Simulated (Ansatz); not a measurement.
# WSe2 (P6_3/mmc): spin-orbit coupling beyond the local functionals

Aim: the spin-orbit change of the gap of WSe2 (P6_3/mmc).

Main program and level: Ansatz 0.2.0; density functionals with and without spin-orbit coupling, plane waves, PAW.

The database entry behind the starting cell differs from later determinations by our own check (a about 0.2 % long), so it need not match the best structure at ambient conditions.

## (1) The structure

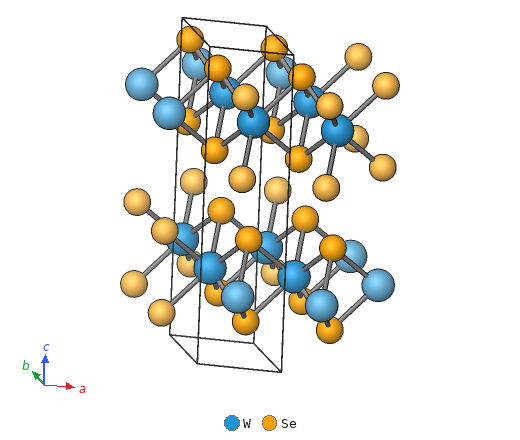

Start, viewed slightly off an axis; tungsten blue, selenium orange. 2×2×1 cells are drawn. Some periodic images of atoms are drawn too.

The cell and positions come from the Crystallography Open Database and are kept as given unless a step says otherwise. Spin-orbit coupling is left out unless a step names it. The default PAW set here is soft_2. Its files were made with PBE.

## (2) HSE06, 6×6×2 mesh

This step: DFT, HSE06, plane waves, PAW.

Input file input.yaml:

```yaml
crystal:
  lattice:
    - [3.29, 0.0, 0.0]
    - [-1.645, 2.8492235785, 0.0]
    - [0.0, 0.0, 12.97]
  atoms:
    - { symbol: W, position: [0.3333333333, 0.6666666667, 0.25] }
    - { symbol: W, position: [0.6666666667, 0.3333333333, 0.75] }
    - { symbol: Se, position: [0.3333333333, 0.6666666667, 0.621] }
    - { symbol: Se, position: [0.6666666667, 0.3333333333, 0.121] }
    - { symbol: Se, position: [0.3333333333, 0.6666666667, 0.879] }
    - { symbol: Se, position: [0.6666666667, 0.3333333333, 0.379] }
kpoints:
  mp_grid: { grid: [6, 6, 2] }
  band_path:
    path:
      - [0.0, 0.0, 0.0]
      - [0.5, 0.0, 0.0]
      - [0.33333333, 0.33333333, 0.0]
      - [0.0, 0.0, 0.5]
      - [0.5, 0.0, 0.5]
      - [0.33333333, 0.33333333, 0.5]
      - [0.1666666667, 0.1666666667, 0.0]
    npoints: 1
hamiltonian:
  xc: hse06
scf:
  occupations: { method: fixed }
  n_extra_bands: 6
output:
  eigenvalues: true
  write_density: true
  write_potential: true
  elf: true
  volumetric_format: npy
```

On the command line:

```
> ansatz run input.yaml --threads 3 --pin off --max-ram 92160MiB --backend cuda --events-out ev --progress --plain --runs-dir out --devices 1 --max-vram 13GiB
```

Numbers of over 12 decimals in the logs are rounded to 6 here.

Log:

```text
scf.n_extra_bands = 6 over 46 filled bands (N_el = 92.0): the run solves 52 bands
GPUs: using 1 of 1 available (devices: 1).
Engine: ansatz 0.2.0, x86_64-unknown-linux-gnu
Pseudopotentials: kind: paw
Pseudopotential: W, paw, valence charge 14, recommended cutoff 420 eV (normal), W.paw.azcp
Pseudopotential: Se, paw, valence charge 16, recommended cutoff 420 eV (normal), Se.paw.azcp
Functional definition: HSE06
  parameter a = 0.25
  parameter omega = 0.11/bohr
  exchange = pbe_x - a*pbe_x_sr(omega) + a*exact_x_sr(omega)
  correlation = pbe_c
davidson cushion auto → on  (no smearing: the cushion is to keep the highest requested band from converging to the state above it; pin scf.eigensolver.cushion to override)
device memory: the entry about to start is reckoned to put 2.4 GiB on a device that reports 54.4 GiB free (of which the cap on the GPU budget leaves the run 13.0 GiB)
GPU FFT provider: cuFFT
GPU libraries: cuBLAS 13.8.2, cuFFT 12.4.0, cuSOLVER 12.3.4
Crystal: 6 atoms, lattice volume = 121.580 Å³
Basis set: ecut = 420 eV, 2419 PW (Γ)
Bands: 52, of which v1, the nominal top of the filled ones, is band 46 counted from 1 (45 counted from 0)
Symmetry: 24 space group operations
Space group: P63/mmc (ITA 194), of the structure as read, at distance tolerance 5.0e-5 Å
k-points: 14 of 72
Non-local potential: W, projectors of the file, l = 0: 3, l = 1: 2, l = 2: 2, l = 3: 1
Non-local potential: Se, projectors of the file, l = 0: 2, l = 1: 2, l = 2: 3, l = 3: 1
PAW form: soft (Blöchl's): semilocal exchange-correlation on the pseudo side does not see the compensation charge
PAW frozen core: W, regenerated for the run's functional, and the local potential with it (the file was generated under x = pbe(κ = 0.804, μ = 0.219515), c = pbe(β = 0.066725))
PAW frozen core: Se, regenerated for the run's functional, and the local potential with it (the file was generated under x = pbe(κ = 0.804, μ = 0.219515), c = pbe(β = 0.066725))
PAW one-centre angular grid: W, 590 points (default); XC on 64 Gauss nodes
PAW one-centre angular grid: Se, 590 points (default); XC on 64 Gauss nodes
Initial density: superposition of atomic densities (neutral atoms: chi_scale 0, normalization atom), corrected by the library's trained network
Initial wavefunctions: pseudopotential atomic-orbital guess
GPU buffer pool allocated for 51840 grid points (all kernels)
GPU transforms: local potential and band sums: pruned to the plane-wave sphere, on 24×24×90
Functional: x = pbe(κ = 0.804, μ = 0.219515), c = pbe(β = 0.066725), warm-up for x = pbe(κ = 0.804, μ = 0.219515) + 0.25 (exact − pbe) at short range (hse, ω = 0.207870 Å⁻¹), c = pbe(β = 0.066725); HSE06 as pw.x's `hse` composes it (authors' and Libxc's form: `xc: wpbeh`)
[...]
Frozen-core exchange: fock
SCF iter   1: F=—  HF=-42657.166885 eV  |F-HF|=—  |Δ(HF+E_count)|=         —  Δρ=6.03e-5  dr2=3.19e-6  ethr=1.07e-6  ⟨swp⟩=2.0  Hψ=1610  notcnv=0
preconditioner: auto → none  [insulator: Δε(μ)=1.446 eV  Ē_g=9.246 eV  n_scr=40 (ndim 8)  ℏωp=20.2 eV  f_vac=0.044]
SCF iter   2: F=—  HF=-42657.166887 eV  |F-HF|=—  |Δ(HF+E_count)|=   2.27e-6  Δρ=2.53e-5  dr2=1.01e-6  ethr=2.94e-9  ⟨swp⟩=4.0  Hψ=2689  notcnv=0
iter 3 solved again at ethr=3.88e-11 eV; its pass at ethr=5.78e-10 eV (dr2=3.57e-8 eV) is discarded
SCF iter   3: F=—  HF=-42657.166887 eV  |F-HF|=—  |Δ(HF+E_count)|=   1.89e-7  Δρ=4.40e-6  dr2=4.33e-7  ethr=3.88e-11  ⟨swp⟩=2.0  Hψ=3751  notcnv=0
SCF iter   4: F=—  HF=-42657.166890 eV  |F-HF|=—  |Δ(HF+E_count)|=   2.32e-6  Δρ=9.45e-6  dr2=1.27e-7  ethr=3.88e-11  ⟨swp⟩=4.6  Hψ=2893  notcnv=0
SCF iter   5: F=-42657.166890 eV  HF=-42657.166890 eV  |F-HF|=3.09e-8  |Δ(HF+E_count)|=   2.86e-8  Δρ=3.11e-6  dr2=5.15e-8  ethr=3.88e-11  ⟨swp⟩=3.0  Hψ=1940  notcnv=0
SCF 3 converged in 5 iterations: F = -42657.166890 eV  dr2 = 5.15e-8
hybrid outer 2: dexx = +3.193e-6 eV, tail = 2.00e-7 eV, Δε = 1.56e-3 eV (about 9.40e-5 eV left of the loop's levels)
device memory: the entry about to start is reckoned to put 0.9 GiB on a device that reports 55.2 GiB free (of which the cap on the GPU budget leaves the run 13.0 GiB)
NSCF: frozen V_eff on 7 k-points
hybrid SCF converged: 2 outer / 12 inner (+5 warm-up), last move |dexx| = 3.19e-6 eV, tail = 2.00e-7 eV
Stability not checked: this state was not tested for a lower state beside it, because the functional holds exact exchange (a hybrid, or Hartree-Fock), whose exchange loop this test does not read (fock_operator; see scf.lower_state_search)
Free energy (F): -42657.166890 eV
Frozen-core exchange: fock
Harris-Foulkes:  -42657.166890 eV  (|F-HF|=3.09e-8)
Internal energy: -42657.166890 eV  (E = F + TS)
E sigma→0 (E₀):  -42657.166890 eV
Fermi energy:    12.634012 eV
--- Per-component energies (eV) ---
  E_band       = -1940.016997
  E_kinetic    = 1372.543151
  E_local      = -11409.539985  (includes V_loc(G=0)·N_el)
  E_nonlocal   = -2380.179891
  E_hartree    = 5487.224313
  E_xc         = -760.950759
  E_vxc        = -695.621653  (∫ρ·V_xc dr)
  E_exx        = -354.553185  (= α·E_x^exact, valence–valence)
  E_paw        = -24606.733000  (= ΣΔE_a)
  E_vpaw       = 907.436448  (= ΣTr[D̂ρ^β])
  E_aug_tail   = -0.002481  (compensation charges beyond the density's cutoff)
  E_ewald      = -9994.845457
  E_core_change = -10.129596  (= ΣΔE_core)
  E_smearing   = -0.000000  (= −TS)
  E_closure    = -0.000000  (closes the sum)
  Σ components = -42657.166890   (vs F -42657.166890, Δ=0.00e0)
--- Band table (eV; the first three rows and the last of 14) ---
  k-point 0: bands = [... 42 lower, 10.9438, 11.3276, 11.4059, 12.6340, 15.9085, 15.9085, 15.9617, 15.9617, ... 2 higher]
  k-point 1: bands = [... 42 lower, 10.9119, 10.9119, 12.3695, 12.3695, 15.9102, 15.9102, 15.9102, 15.9102, ... 2 higher]
  k-point 2: bands = [... 42 lower, 10.5129, 11.3510, 11.4050, 11.8830, 14.8410, 15.4521, 15.4583, 15.5447, ... 2 higher]
  k-point 13: bands = [... 42 lower, 9.5026, 9.5026, 12.2768, 12.2768, 14.4100, 14.4100, 15.6929, 15.6929, ... 2 higher]
```

Wall time 43 s (1 × NVIDIA H100 80GB HBM3 (shared by 6 runs) with 3 threads of AMD EPYC 7R13 (Zen 3), shared host); peak memory 1.5 GiB; 71 s of CPU time.

Reading the cycles: dr2 is the Hartree energy of the density residual (eV), the measure of convergence; HF is the Harris–Foulkes estimate of the energy, which meets the free energy F at convergence.

This step gave:

| Quantity | Value |
| --- | --- |
| gap | 1.446 eV |
| valence top at | Γ |
| conduction bottom at | k = (0.167, 0.167, 0.000) |
| least direct gap | 1.985 eV |
| exact-exchange fraction | 0.25 |

The gap is indirect, with the least direct gap 0.54 eV higher.

## (3) HSE06+SOC, 6×6×2 mesh

Spin-orbit coupling can split or shift the edges; a non-collinear run measures by how much.

This step: DFT, HSE06 with spin-orbit coupling, plane waves, PAW.

input.yaml: that of step 2 with these lines changed.

```diff
@@ -27,4 +27,7 @@
 scf:
-  occupations: { method: fixed }
-  n_extra_bands: 6
+  occupations: { method: fermi_dirac, width: 0.02 }
+  n_extra_bands: 12
+magnetization:
+  noncollinear: true
+  spin_orbit: true
 output:
```

Log:

```text
[...]
GPUs: using 1 of 1 available (devices: 1).
[...]
non-collinear run that drives no moment, with spin-orbit: no starting moment large enough to seed its density (crystal.atoms[].spin), no starting occupations that ask for one, no magnetisation constraint and no magnetic field, so the semilocal B_xc is pinned to zero
[...]
GPU FFT provider: cuFFT
GPU libraries: cuBLAS 13.8.2, cuFFT 12.4.0, cuSOLVER 12.3.4
Crystal: 6 atoms, lattice volume = 121.580 Å³
Basis set: ecut = 420 eV, 2419 PW (Γ)
Bands: 104, of which v1, the nominal top of the filled ones, is band 92 counted from 1 (91 counted from 0)
Symmetry: 24 space group operations + 24 with time reversal
[...]
k-points: 14 of 72
Projection manifold: j_resolved (fully-relativistic pseudo-atomic orbitals)
[...]
GPU buffer pool allocated for 51840 grid points (all kernels)
[...]
SCF iter   1: F=—  HF=-42699.899078 eV  |F-HF|=—  |Δ(HF+E_count)|=         —  Δρ=3.46e-2  dr2=4.89e0  dr2_m=0.00e0 (ungated)  ethr=1.00e-1  |M|=0.00e0 ∫|m|=0.00e0 μB  |m|>n=0.0e0 m-floor=0.0e0 τ_xc=0.0e0  β_m=0.30  ⟨swp⟩=3.5  Hψ=4925  notcnv=0
[...]
SCF iter   6: F=-42699.061646 eV  HF=-42699.061669 eV  |F-HF|=2.36e-5  |Δ(HF+E_count)|=   1.45e-4  Δρ=2.62e-4  dr2=6.72e-5  dr2_m=0.00e0 (ungated)  ethr=1.51e-6  |M|=0.00e0 ∫|m|=0.00e0 μB  |m|>n=0.0e0 m-floor=0.0e0 τ_xc=0.0e0  ⟨swp⟩=4.6  Hψ=3819  notcnv=0  defer=4
SCF 1 stopped early in 6 iterations: F = -42699.061646 eV  dr2 = 6.72e-5
[...]
GPU FFT provider: cuFFT
GPU libraries: cuBLAS 13.8.2, cuFFT 12.4.0, cuSOLVER 12.3.4
Projection manifold: j_resolved (fully-relativistic pseudo-atomic orbitals)
[...]
GPU buffer pool allocated for 51840 grid points (all kernels)
[...]
Frozen-core exchange: fock
SCF iter   1: F=—  HF=-42666.115714 eV  |F-HF|=—  |Δ(HF+E_count)|=         —  Δρ=7.13e-3  dr2=1.34e-1  dr2_m=0.00e0 (ungated)  ethr=7.31e-7  |M|=0.00e0 ∫|m|=0.00e0 μB  |m|>n=0.0e0 m-floor=0.0e0 τ_xc=0.0e0  β_m=0.30  ⟨swp⟩=6.1  Hψ=6629  notcnv=0
[...]
SCF iter   6: F=-42666.091158 eV  HF=-42666.091159 eV  |F-HF|=1.15e-6  |Δ(HF+E_count)|=   8.30e-6  Δρ=2.89e-5  dr2=4.64e-6  dr2_m=0.00e0 (ungated)  ethr=2.78e-8  |M|=0.00e0 ∫|m|=0.00e0 μB  |m|>n=0.0e0 m-floor=0.0e0 τ_xc=0.0e0  ⟨swp⟩=3.0  Hψ=3198  notcnv=0
SCF 2 stopped early in 6 iterations: F = -42666.091158 eV  dr2 = 4.64e-6
[...]
hybrid outer 1: dexx = +2.258e-2 eV, tail = 1.99e-4 eV
GPU FFT provider: cuFFT
GPU libraries: cuBLAS 13.8.2, cuFFT 12.4.0, cuSOLVER 12.3.4
Projection manifold: j_resolved (fully-relativistic pseudo-atomic orbitals)
GPU buffer pool allocated for 51840 grid points (all kernels)
[...]
Frozen-core exchange: fock
SCF iter   1: F=—  HF=-42666.091752 eV  |F-HF|=—  |Δ(HF+E_count)|=         —  Δρ=7.18e-5  dr2=1.34e-5  dr2_m=0.00e0 (ungated)  ethr=1.08e-6  |M|=0.00e0 ∫|m|=0.00e0 μB  |m|>n=0.0e0 m-floor=0.0e0 τ_xc=0.0e0  β_m=0.30  ⟨swp⟩=4.3  Hψ=3129  notcnv=0
[...]
SCF iter   4: F=-42666.091756 eV  HF=-42666.091756 eV  |F-HF|=5.51e-9  |Δ(HF+E_count)|=   4.77e-8  Δρ=6.96e-6  dr2=4.21e-8  dr2_m=0.00e0 (ungated)  ethr=2.22e-10  |M|=0.00e0 ∫|m|=0.00e0 μB  |m|>n=0.0e0 m-floor=0.0e0 τ_xc=0.0e0  ⟨swp⟩=3.0  Hψ=3254  notcnv=0
SCF 3 converged in 4 iterations: F = -42666.091756 eV  dr2 = 4.21e-8
[...]
NSCF: frozen V_eff on 7 k-points
[...]
Magnetization: |M| = 0.0000 μB,  M = (+0.0000, +0.0000, +0.0000) μB
Absolute magnetization: 0.0000 μB (∫|m|)
  site 0: m = (+0.0000, +0.0000, +0.0000) μB, |m| = 0.0000 μB  (R = 1.04 Å)
  site 1: m = (+0.0000, +0.0000, +0.0000) μB, |m| = 0.0000 μB  (R = 1.04 Å)
  site 2: m = (+0.0000, +0.0000, +0.0000) μB, |m| = 0.0000 μB  (R = 1.04 Å)
  site 3: m = (+0.0000, +0.0000, +0.0000) μB, |m| = 0.0000 μB  (R = 1.04 Å)
  site 4: m = (+0.0000, +0.0000, +0.0000) μB, |m| = 0.0000 μB  (R = 1.04 Å)
  site 5: m = (+0.0000, +0.0000, +0.0000) μB, |m| = 0.0000 μB  (R = 1.04 Å)
Free energy (F): -42666.091757 eV
Frozen-core exchange: fock
[...]
Internal energy: -42666.091757 eV  (E = F + TS)
E sigma→0 (E₀):  -42666.091757 eV
Fermi energy:    13.375082 eV
[...]
--- Band table (eV; the first three rows and the last of 14) ---
  k-point 0: bands = [... 88 lower, 11.5420, 11.5420, 12.7126, 12.7126, 15.7207, 15.7207, 15.7774, 15.7774, ... 8 higher]
  k-point 1: bands = [... 88 lower, 12.4393, 12.4393, 12.4393, 12.4393, 15.7388, 15.7388, 15.7388, 15.7388, ... 8 higher]
  k-point 2: bands = [... 88 lower, 11.4829, 11.4829, 11.9387, 11.9387, 14.8415, 14.8415, 15.3613, 15.3613, ... 8 higher]
  k-point 13: bands = [... 88 lower, 12.0202, 12.0202, 12.5741, 12.5741, 14.3762, 14.3762, 14.3877, 14.3877, ... 8 higher]
```

It took 3.7 min on 1 × NVIDIA H100 80GB HBM3 (shared by 6 runs) with 3 threads; peak memory 3 GiB.

This step gave:

| Item | Value |
| --- | --- |
| gap | 1.360 eV |
| valence top at | Γ |
| conduction bottom at | k = (0.167, 0.167, 0.000) |
| least direct gap | 1.733 eV |
| exact-exchange fraction | 0.25 |

The gap stands −0.09 eV against HSE06.

## (4) Together

Times are wall times on 1 × NVIDIA H100 80GB HBM3 (shared by 6 runs) with 3 threads of AMD EPYC 7R13 (Zen 3), shared host. The host was busy with other work, so they are no guide to cost.

| level | gap (eV) | with coupling (eV) | change (eV) | time | with coupling |
| --- | --- | --- | --- | --- | --- |
| HSE06 | 1.45 | 1.36 | −0.09 | 43 s | 3.7 min |

## (5) Summary of results

| Item | Value |
| --- | --- |
| HSE06 | 1.45 eV |
| HSE06+SOC | 1.36 eV |

In words: Spin-orbit coupling changes the gap by −0.09 eV and the least direct gap by −0.25 eV.

[Paths, hosts, dates, memory and timing lines, banners, echoed tables and standing remarks are left out of the program output.]

[Logs are printed without paths, hosts, clocks, repeated set-up lines and the standing remarks that a program may print on its own settings, such as how far it seeks lower states.]

[Runs of the session that timed out or met a known fault of the program may be left out.]

[Cells called generated may have been cut or substituted from an entry of the Crystallography Open Database or the Materials Project.]

[Hosts, paths, dates, database ids (printed as entryN), source tags and the programs' standing remarks are cut or masked in the printed files.]
